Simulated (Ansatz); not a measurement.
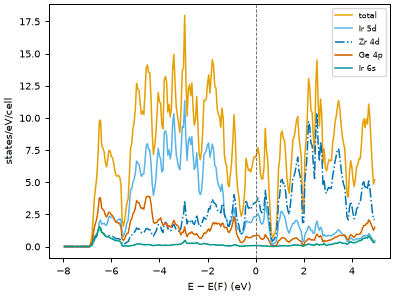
Total and projected density of states of ZrGeIr in space group Pnma (No. 62; Zr on 4c, Ge on 4c, Ir on 4c), plane-wave PAW r²SCAN (Ansatz code)

**Question.** Which orbitals carry the states next to the Fermi level?

**Answer.** Within 0.5 eV of the Fermi level: Zr 4d 49 %, Ir 5d 34 %, Ge 4p 11 %. Projections are on Löwdin-orthogonalised atomic valence shells; empty p or d shells of many metals are not among them.

**Question.** Where is the tallest occupied peak in this window, and what makes it?

**Answer.** Near -2.9 eV, about 18 states/eV per cell; the largest projected share is Ir 5d.

The workflow started from a Materials Project entry (that database holds measured and hypothetical structures alike); the Crystallography Open Database copy checked does not list it. Whether it is the stable phase at ambient conditions was not checked. The r²SCAN relaxation kept the symmetry of its start; its stability against distortions is not shown here. No spin polarisation was allowed. Spin–orbit coupling is left out wherever it is not named.

Potentials: the later of the program's two PAW sets.
